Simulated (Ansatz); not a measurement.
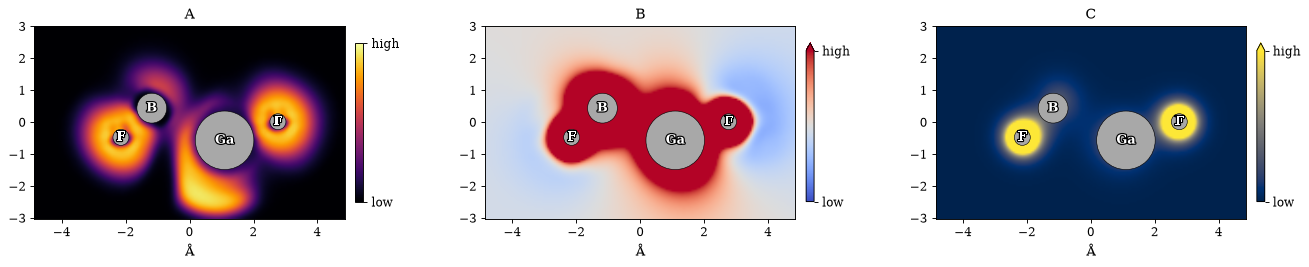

BF$_{2}$GaH$_{2}$ (SMILES F[BH2-][Ga+][F]): 3 fields on the plane of atoms F2, B1 and Ga4, with unlabelled colour scales. Grey discs cover the atomic cores.

Geometry: PBE0-D3(BJ)/def2-SVP.

Theory: Ansatz 0.2.0, isolated molecule in a Gaussian basis; Kohn-Sham density functional theory, functional PBE0.

Which field does each panel show? The fields are: electron density, electron localisation function and electrostatic potential.

Panel A: electron localisation function. Panel B: electrostatic potential (strongly positive close to the atoms, with negative regions outside electron-rich atoms). Panel C: electron density. From the grid: B–F (1.33 Å): the density is about 2.2 e/Å³ at the midpoint; the ELF peaks at about 0.85 between the atoms; a shared but strongly polarised pair. Ga–F (1.77 Å): ρ is about 0.87 e/Å³ halfway; the ELF peaks at about 0.80 in the valence shell of F, 0.5 Å from its nucleus, and is about 0.15 at the midpoint.
